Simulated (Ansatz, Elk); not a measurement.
## BaSn2MoPt: X-ray structure factors from the self-consistent density

The structure of BaSn2MoPt used here is made up (a known structure type with other elements) and was relaxed beforehand with PBE. The aim is the Fourier transform of its all-electron density, F(hkl), set beside the sum over free spherical atoms that refinements use.

Method: DFT, PBE, all-electron APW+lo, Dirac cores, scalar-relativistic bands, static density, no spin, in Elk 11.2.3 (patched build).

The structure was built from a prototype and need not be the compound's stable phase.

## Step 1: The starting structure

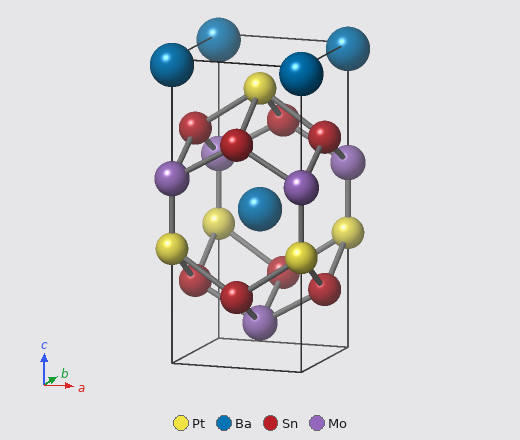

The starting structure, seen slightly off an axis (platinum yellow, barium blue, tin red, molybdenum purple). This picture shows the conventional cell, with its axes. Some periodic images of atoms are drawn too.

## Step 2: Ground state and structure factors

An all-electron density is needed, since X-rays see the cores too. Task 0 finds the density and task 195 Fourier-transforms it; tshift is off so that phases refer to the origin typed.

Contents of elk.in:

```
tasks
  0
  195

xctype
  20

spinpol
  .false.

rgkmax
  7.0

gmaxvr
  14.0

lmaxo
  7

lmaxapw
  8

swidth
  0.002

tshift
  .false.

ramdisk
  .false.

hmaxvr
  5.5

maxscl
  120

epspot
  1e-06

sppath
  './'

avec
  -4.55883237011 4.55883237011 10.29500861950
  4.55883237011 -4.55883237011 10.29500861950
  4.55883237011 4.55883237011 -10.29500861950

atoms
  4
  'Pt.in'
  1
  0.3763953312 0.3763953312 -0.0000000000   0.000000 0.000000 0.000000
  'Ba.in'
  1
  -0.0202356404 -0.0202356404 -0.0000000000   0.000000 0.000000 0.000000
  'Sn.in'
  2
  0.2309428298 0.7309428298 0.5000000000   0.000000 0.000000 0.000000
  0.7309428298 0.2309428298 0.5000000000   0.000000 0.000000 0.000000
  'Mo.in'
  1
  0.6064546497 0.6064546497 -0.0000000000   0.000000 0.000000 0.000000

ngridk
  7 7 7
```

Started as:

```bash
$ OMP_NUM_THREADS=4 elk
```

Numbers of over 12 decimals in the logs are rounded to 6 here.

The program printed:

```text
┌─────────────────────────┐
│ Elk code version 11.2.3 │
└─────────────────────────┘

All units are atomic (Hartree, Bohr, etc.)

┌─────────────────────────────────────────────────┐
│ Ground-state run starting from atomic densities │
└─────────────────────────────────────────────────┘

Lattice vectors :
  -4.558832370       4.558832370       10.29500862
   4.558832370      -4.558832370       10.29500862
   4.558832370       4.558832370      -10.29500862

Reciprocal lattice vectors :
  0.1237618504E-16  0.6891222134      0.3051568745
  0.6891222134      0.1237618504E-16  0.3051568745
  0.6891222134      0.6891222134      0.1156872733E-16

Unit cell volume      :    855.8427037
Brillouin zone volume :   0.2898315454

Muffin-tin inner radius fraction :   0.1000000000E-01

Nuclei treated as point charges

Species : 1 (Pt)
 parameters loaded from : Pt.in
 name : platinum
 nuclear charge    :   -78.00000000
 electronic charge :    78.00000000
 atomic mass :    355605.4401
 muffin-tin radius :    2.430257581
 number of radial points in muffin-tin :   1393
 inner part over the whole radius :   0.9997593900E-02
 number on inner part of muffin-tin    :    997
 approximate nuclear radius :   0.1029052813E-03
 number of mesh points to nuclear radius :    527
 atomic positions (lattice), magnetic fields (Cartesian) :
  1 :   0.37639533  0.37639533  0.00000000    0.00000000  0.00000000  0.00000000

Species : 2 (Ba)
 parameters loaded from : Ba.in
 name : barium
 nuclear charge    :   -56.00000000
 electronic charge :    56.00000000
 atomic mass :    250331.8071
 muffin-tin radius :    2.800000000
 number of radial points in muffin-tin :   1393
 inner part over the whole radius :   0.9950032293E-02
 number on inner part of muffin-tin    :    996
 approximate nuclear radius :   0.9171481901E-04
 number of mesh points to nuclear radius :    504
 atomic positions (lattice), magnetic fields (Cartesian) :
  1 :   0.97976436  0.97976436  0.00000000    0.00000000  0.00000000  0.00000000

Species : 3 (Sn)
 parameters loaded from : Sn.in
 name : tin
 nuclear charge    :   -50.00000000
 electronic charge :    50.00000000
 atomic mass :    216395.0922
 muffin-tin radius :    2.600000000
 number of radial points in muffin-tin :   1193
 inner part over the whole radius :   0.9914297220E-02
 number on inner part of muffin-tin    :    850
 approximate nuclear radius :   0.8828114845E-04
 number of mesh points to nuclear radius :    428
 atomic positions (lattice), magnetic fields (Cartesian) :
  1 :   0.23094283  0.73094283  0.50000000    0.00000000  0.00000000  0.00000000
  2 :   0.73094283  0.23094283  0.50000000    0.00000000  0.00000000  0.00000000

Species : 4 (Mo)
 parameters loaded from : Mo.in
 name : molybdenum
 nuclear charge    :   -42.00000000
 electronic charge :    42.00000000
 atomic mass :    174887.9214
 muffin-tin radius :    2.256667753
 number of radial points in muffin-tin :   1193
 inner part over the whole radius :   0.9909745015E-02
 number on inner part of muffin-tin    :    845
 approximate nuclear radius :   0.8334154960E-04
 number of mesh points to nuclear radius :    423
 atomic positions (lattice), magnetic fields (Cartesian) :
  1 :   0.60645465  0.60645465  0.00000000    0.00000000  0.00000000  0.00000000

Total number of atoms per unit cell :    5
Total muffin-tin volume :    347.4587331
 ratio of muffin-tin to unit cell volume :   0.4059843375

Spin treatment :
 spin-unpolarised

Number of Bravais lattice symmetries :   16
Number of crystal symmetries         :    8
Crystal has no inversion symmetry
Complex Hermitian eigensolver will be used

k-point grid :      7     7     7
k-point offset :    0.000000000       0.000000000       0.000000000
k-point set is reduced with full crystal symmetry group
Total number of k-points :       70

Muffin-tin radius times maximum |G+k| :    7.000000000
 using average radius
Maximum |G+k| for APW functions       :    2.758745644
Maximum (1/2)|G+k|²                   :    3.805338764
[...]
total energy                :     -42995.699021634

Density of states at Fermi energy :    140.4270163
 (states/Hartree/unit cell)

Estimated indirect band gap :   0.2807614034E-03
 from k-point 54 to k-point 51
Estimated direct band gap   :   0.1297254774E-02
 at k-point 51

Charges :
 core                        :    172.0000000
 valence                     :    104.0000000
 interstitial                :    11.11686201
 muffin-tins (core leakage)
  species : 1 (Pt)
   atom 1                    :    75.51546248     (  0.1165209220E-02)
  species : 2 (Ba)
[...]
species : 3 (Sn)
[...]
species : 4 (Mo)
[...]
total in muffin-tins        :    264.8831380
 total calculated charge     :    275.9983859
 total charge                :    276.0000000
 error                       :   0.1614104772E-02

RMS change in Kohn-Sham potential (target) :   0.2282906279     (  0.1000000000E-05)
Absolute change in total energy (target)   :   0.7849002366     (  0.1000000000E-03)

[... loops 3 to 18 left out ...]

┌──────────────────┐
│ Loop number : 19 │
└──────────────────┘

Energies :
 Fermi                       :     0.291300
 sum of occupied eigenvalues :     -26210.416618286
 electron kinetic            :      47006.533694131
 core electron kinetic       :      45348.072743517
 Coulomb                     :     -88989.999733670
 Coulomb potential           :     -71897.107955894
 nuclear-nuclear             :     -3956.2320938512
 electron-nuclear            :     -98251.119843151
 Hartree                     :      13217.352203333
 Madelung                    :     -53041.445755723
 xc potential                :     -1319.8423565229
 exchange                    :     -994.89257623528
 correlation                 :     -15.449263460946
 electron entropic           :    -0.21904819262469E-02
 total energy                :     -42993.810069717

Density of states at Fermi energy :    177.5861562
 (states/Hartree/unit cell)

Estimated indirect band gap :   0.2393745948E-03
 from k-point 30 to k-point 3
Estimated direct band gap   :   0.6425704700E-02
 at k-point 42

Charges :
 core                        :    172.0000000
 valence                     :    104.0000000
 interstitial                :    10.23050643
 muffin-tins (core leakage)
  species : 1 (Pt)
[...]
species : 2 (Ba)
[...]
species : 3 (Sn)
[...]
species : 4 (Mo)
[...]
total in muffin-tins        :    265.7694936
 total calculated charge     :    275.9984495
 total charge                :    276.0000000
 error                       :   0.1550489621E-02

RMS change in Kohn-Sham potential (target) :   0.8046258458E-07 (  0.1000000000E-05)
Absolute change in total energy (target)   :   0.7926880789E-04 (  0.1000000000E-03)

Convergence targets achieved

┌──────────────────┐
│ Loop number : 20 │
└──────────────────┘

Energies :
 Fermi                       :     0.291300
 sum of occupied eigenvalues :     -26210.416607601
 electron kinetic            :      47006.533701946
 core electron kinetic       :      45348.072750603
 Coulomb                     :     -88989.999735176
 Coulomb potential           :     -71897.107961487
 nuclear-nuclear             :     -3956.2320938512
 electron-nuclear            :     -98251.119840092
 Hartree                     :      13217.352198767
 Madelung                    :     -53041.445754433
 xc potential                :     -1319.8423480601
 exchange                    :     -994.89257617163
 correlation                 :     -15.449263458396
 electron entropic           :    -0.21904818924730E-02
 total energy                :     -42993.810063342

Density of states at Fermi energy :    177.5861540
 (states/Hartree/unit cell)

Estimated indirect band gap :   0.2393733181E-03
 from k-point 30 to k-point 6
Estimated direct band gap   :   0.6425705273E-02
 at k-point 42

Charges :
 core                        :    172.0000000
 valence                     :    104.0000000
 interstitial                :    10.23050652
 muffin-tins (core leakage)
  species : 1 (Pt)
[...]
species : 2 (Ba)
[...]
species : 3 (Sn)
   atom 1                    :    48.22489386     (  0.6647613848E-04)
   atom 2                    :    48.22489386     (  0.6647613848E-04)
  species : 4 (Mo)
   atom 1                    :    39.38852963     (  0.4492571279E-05)
 total in muffin-tins        :    265.7694935
 total calculated charge     :    275.9984495
 total charge                :    276.0000000
 error                       :   0.1550489623E-02

┌──────────────────────────────┐
│ Self-consistent loop stopped │
└──────────────────────────────┘

Warning : core states of species 1 leak from the muffin-tin :   0.1065467672E-02

Wrote STATE.OUT
```

Run time: 2.7 min. Hardware: 4 threads of Arm Neoverse V1, shared host; peak memory 0.3 GiB; 9.1 min of CPU time.

SFACRHO.OUT:

```text

h k l indices transformed by vhmat matrix:
   1.000000000       0.000000000       0.000000000    
   0.000000000       1.000000000       0.000000000    
   0.000000000       0.000000000       1.000000000    

      h      k      l  multipl.   |H|            Re(F)            Im(F)           |F|

      0      0      0      1   0.0000000       276.00000      0.17104265E-16   276.00000    
     -1     -1      1      1  0.61031375      -30.499720       27.328706       40.952303    
      1      1     -1      1  0.61031375      -30.499720      -27.328706       40.952303    
     -1      0      1      4  0.75366448      -31.944594      -21.251569       38.367776    
      0      1     -1      4  0.75366448      -31.944594       21.251569       38.367776    
      0      0      1      4  0.97456598       67.453169     -0.58079045E-14   67.453169    
     -1     -2      2      4   1.1458516       104.76068      -1.1788401       104.76731    
      1      2     -1      4   1.1458516       104.76068       1.1788401       104.76731    
      1      1      0      4   1.1498964       135.39540      -66.398183       150.79998    
     -1     -1      2      4   1.1498964       135.39540       66.398183       150.79998    
     -2     -2      2      1   1.2206275       15.222332       47.608576       49.982956    
      2      2     -2      1   1.2206275       15.222332      -47.608576       49.982956    
      1     -1     -1      4   1.3782444       221.63846     -0.40523966E-13   221.63846    
      2      0     -2      4   1.5073290      -25.155575      -25.580422       35.877025    
     -2      0      0      4   1.5073290      -25.155575       25.580422       35.877025    
      2      2     -3      4   1.5619572      -121.86923       26.452137       124.70696    
     -3     -1      2      4   1.5619572      -121.86923      -26.452137       124.70696    
     -1      0     -1      8   1.5708494      -27.471927      -19.663075       33.783773
```

Elk indexes on the primitive cell of elk.in and gives |H| = 4π sin θ/λ in inverse bohr. Below, one row stands for each form hkl of the conventional cell (m members, Friedel mates merged), F is for one primitive cell and the density is static (no thermal factor). Free-atom factors are Waasmaier and Kirfel's, and R is Σm||F|−|F'||/Σm|F|.

| hkl | m | sin θ/λ (Å⁻¹) | abs F, DFT | neutral atoms | diff. | abs of complex diff. |
| --- | --- | --- | --- | --- | --- | --- |
| 002 | 2 | 0.092 | 40.952 | 41.104 | -0.152 | 0.169 |
| 101 | 8 | 0.113 | 38.368 | 38.601 | -0.233 | 0.233 |
| 110 | 4 | 0.147 | 67.453 | 67.716 | -0.263 | 0.263 |
| 103 | 8 | 0.172 | 104.768 | 104.856 | -0.088 | 0.168 |
| 112 | 8 | 0.173 | 150.800 | 150.857 | -0.058 | 0.116 |
| 004 | 2 | 0.184 | 49.983 | 49.714 | +0.269 | 0.270 |
| 200 | 4 | 0.207 | 221.638 | 222.381 | -0.743 | 0.743 |
| 202 | 8 | 0.227 | 35.877 | 35.997 | -0.120 | 0.183 |
| 114 | 8 | 0.235 | 124.707 | 125.354 | -0.647 | 0.648 |
| 211 | 16 | 0.236 | 33.784 | 34.091 | -0.307 | 0.403 |
| 105 | 8 | 0.252 | 124.287 | 124.705 | -0.418 | 0.419 |
| 213 | 16 | 0.270 | 91.489 | 91.870 | -0.381 | 0.383 |
| 006 | 2 | 0.275 | 74.297 | 74.761 | -0.464 | 0.464 |
| 204 | 8 | 0.277 | 43.263 | 43.230 | +0.033 | 0.291 |

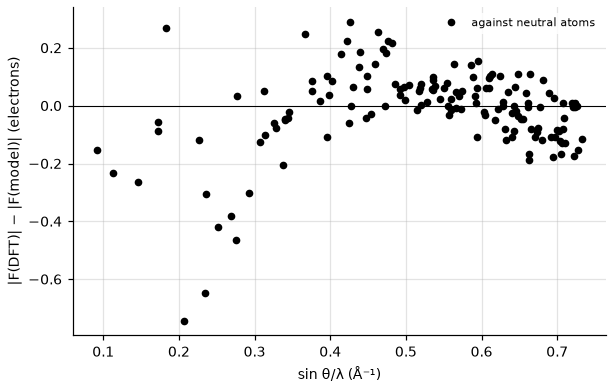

Difference between the calculated structure factors and the independent-atom ones.

## Step 3: The highest occupied states alone

An energy window below the Fermi level keeps the highest occupied states, to see at which angles they scatter; shallow core shells can lie inside it and anion s states outside. No new self-consistency is needed.

elk.in, as its differences from that of step 2:

```diff
@@ -1,3 +1,2 @@
 tasks
-  0
   195
@@ -40,2 +39,5 @@
 
+wsfac
+  -0.149690 0.591300
+
 sppath
```

Started as:

```bash
$ OMP_NUM_THREADS=4 elk
```

The program printed:

```text
┌─────────────────────────────────┐
│ Elk code version 11.2.3 started │
└─────────────────────────────────┘

Info(readinput): the functional depends on the density's gradient
 muffin-tin radial points multiplied by    2.00000
 (not where nrmtscf is given)

┌────────────────────┐
│ Current task : 195 │
└────────────────────┘
Info(checkmt): changed muffin-tin radius of species 1 (Pt) from   2.8000 to   2.4303
Info(checkmt): changed muffin-tin radius of species 4 (Mo) from   2.6000 to   2.2567

Info(sfacrho): density structure factors written to SFACRHO.OUT

 Energy window :  -0.1496900000      0.5913000000

┌──────────────────┐
│ Elk code stopped │
└──────────────────┘
```

It took 26 s on 4 threads; peak memory 0.18 GiB.

States within 12 eV below the Fermi level hold 26.00 electrons; any levels below the window count with the cores. Their amplitudes can exceed the total, where window and core parts have opposite phase:

| hkl | sin θ/λ (Å⁻¹) | abs F, window | abs F, all |
| --- | --- | --- | --- |
| 002 | 0.092 | 3.907 | 40.952 |
| 101 | 0.113 | 7.790 | 38.368 |
| 110 | 0.147 | 6.039 | 67.453 |
| 103 | 0.172 | 4.250 | 104.768 |
| 112 | 0.173 | 3.325 | 150.800 |
| 004 | 0.184 | 4.808 | 49.983 |
| 200 | 0.207 | 4.348 | 221.638 |
| 202 | 0.227 | 1.735 | 35.877 |
| 114 | 0.235 | 2.665 | 124.707 |
| 211 | 0.236 | 2.305 | 33.784 |

## Step 4: Another functional

The difference from free atoms is small, so it is set against the change that LDA (Perdew-Wang) makes.

elk.in, as its differences from that of step 3:

```diff
@@ -1,2 +1,3 @@
 tasks
+  0
   195
@@ -4,3 +5,3 @@
 xctype
-  20
+  3
 
@@ -39,5 +40,2 @@
 
-wsfac
-  -0.149690 0.591300
-
 sppath
```

Started as:

```bash
$ OMP_NUM_THREADS=4 elk
```

The program printed:

```text
┌─────────────────────────┐
│ Elk code version 11.2.3 │
└─────────────────────────┘

All units are atomic (Hartree, Bohr, etc.)

┌─────────────────────────────────────────────────┐
│ Ground-state run starting from atomic densities │
└─────────────────────────────────────────────────┘

Lattice vectors :
  -4.558832370       4.558832370       10.29500862
   4.558832370      -4.558832370       10.29500862
   4.558832370       4.558832370      -10.29500862

Reciprocal lattice vectors :
  0.1237618504E-16  0.6891222134      0.3051568745
[...]
species : 2 (Ba)
[...]
species : 3 (Sn)
[...]
atom 2                    :    48.25585203     (  0.6293699597E-04)
  species : 4 (Mo)
   atom 1                    :    39.38027641     ( -0.2413668234E-06)
 total in muffin-tins        :    265.8167419
 total calculated charge     :    275.9984631
 total charge                :    276.0000000
 error                       :   0.1536881289E-02

┌──────────────────────────────┐
│ Self-consistent loop stopped │
└──────────────────────────────┘

Warning : core states of species 1 leak from the muffin-tin :   0.1058242403E-02

Wrote STATE.OUT
[key lines of the parts left out:]
total energy                :     -42962.495794100
```

Run time: 94 s. Hardware: 4 threads; peak memory 0.23 GiB.

Against the first run R = 0.02 %; the largest change is -0.046 at 008.

## Step 5: A coarser k-mesh

About half the k-points along each axis test the sampling.

elk.in, as its differences from that of step 4:

```diff
@@ -5,3 +5,3 @@
 xctype
-  3
+  20
 
@@ -65,2 +65,2 @@
 ngridk
-  7 7 7
+  4 4 4
```

Started as:

```bash
$ OMP_NUM_THREADS=4 elk
```

The program printed:

```text
┌─────────────────────────┐
│ Elk code version 11.2.3 │
└─────────────────────────┘

All units are atomic (Hartree, Bohr, etc.)

┌─────────────────────────────────────────────────┐
│ Ground-state run starting from atomic densities │
└─────────────────────────────────────────────────┘

Lattice vectors :
  -4.558832370       4.558832370       10.29500862
   4.558832370      -4.558832370       10.29500862
   4.558832370       4.558832370      -10.29500862

Reciprocal lattice vectors :
  0.1237618504E-16  0.6891222134      0.3051568745
[...]
species : 2 (Ba)
[...]
species : 3 (Sn)
[...]
atom 2                    :    48.22377722     (  0.6647011957E-04)
  species : 4 (Mo)
   atom 1                    :    39.39156762     (  0.4493528657E-05)
 total in muffin-tins        :    265.7715057
 total calculated charge     :    275.9983927
 total charge                :    276.0000000
 error                       :   0.1607299740E-02

┌──────────────────────────────┐
│ Self-consistent loop stopped │
└──────────────────────────────┘

Warning : core states of species 1 leak from the muffin-tin :   0.1065866517E-02

Wrote STATE.OUT
[key lines of the parts left out:]
total energy                :     -42993.808366152
```

It took 69 s on 4 threads; peak memory 0.3 GiB.

Against the first run R = 0.00 %; the largest change is -0.013 at 004.

## Step 6: Settings against the effect

| run | R against the first run (%) | R against neutral atoms, low angle (%) | wall time |
| --- | --- | --- | --- |
| PBE, rgkmax 7 | 0.00 | 0.33 | 2.7 min |
| LDA (Perdew-Wang) | 0.02 | 0.34 | 94 s |
| k-mesh 4×4×4 | 0.00 | 0.33 | 69 s |

## Step 7: Results

| Item | Value |
| --- | --- |
| R against neutral atoms, sin θ/λ < 0.3 Å⁻¹ | 0.33 % |
| R against neutral atoms, 0.3 to 0.73 Å⁻¹ | 0.13 % |

**Reading.** Independent neutral atoms miss the calculated amplitudes by R = 0.33 % below 0.3 Å⁻¹ and 0.13 % from there to 0.73 Å⁻¹; by shells, 0.49 % below 0.15 Å⁻¹ (3 forms), 0.32 % 0.15 to 0.3 (12 forms), 0.12 % 0.3 to 0.45 (29 forms), 0.13 % above 0.45 (105 forms). Bonding, aspherical density and the tables' own atoms all enter these figures, and the runs don't part them. The largest change of an amplitude is -0.74 electrons, at 200. R counts amplitudes alone; phases shift too. The window's part falls from 26.0 electrons at the origin to at most 0.44 between 0.45 and 0.73 Å⁻¹. Below 0.3 Å⁻¹ the changes that finished (LDA (Perdew-Wang) and k-mesh 4×4×4) move F by R = 0.01 % at most, against the 0.33 % that separates it from free atoms. The basis has no finished test. These runs have no spin, though d or f shells may be open. Spin-orbit coupling is left out, which can matter for elements this heavy. Part of the difference isn't bonding: the tables are fits to free atoms and ions calculated by other methods than this functional. Thermal motion, anomalous dispersion and extinction are left out.

[Logs are printed without paths, hosts, clocks, repeated set-up lines and the standing remarks that a program may print on its own settings, such as how far it seeks lower states.]

[Hosts, paths, dates, database ids (printed as entryN), source tags and the programs' standing remarks are cut or masked in the printed files.]
